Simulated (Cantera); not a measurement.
Input: 1 mol PbO, 0.25 mol N₂, held at 10.0 Torr.

Method: chemical equilibrium by Gibbs-energy minimisation in Cantera with the NASA 1993 tables (ideal gas, pure condensed phases). Candidate condensed phases: Pb, PbO, PbO₂, Pb₃O₄; 12 gas species. Kinetics and transport are ignored.

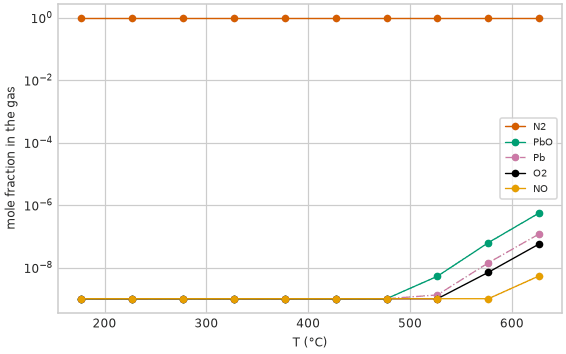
Figure. Equilibrium gas composition (values under 1e-9 drawn at 1e-9)

From 177 °C to 477 °C the condensed part is PbO(red). From 527 °C to 627 °C the condensed part is PbO(yellow).
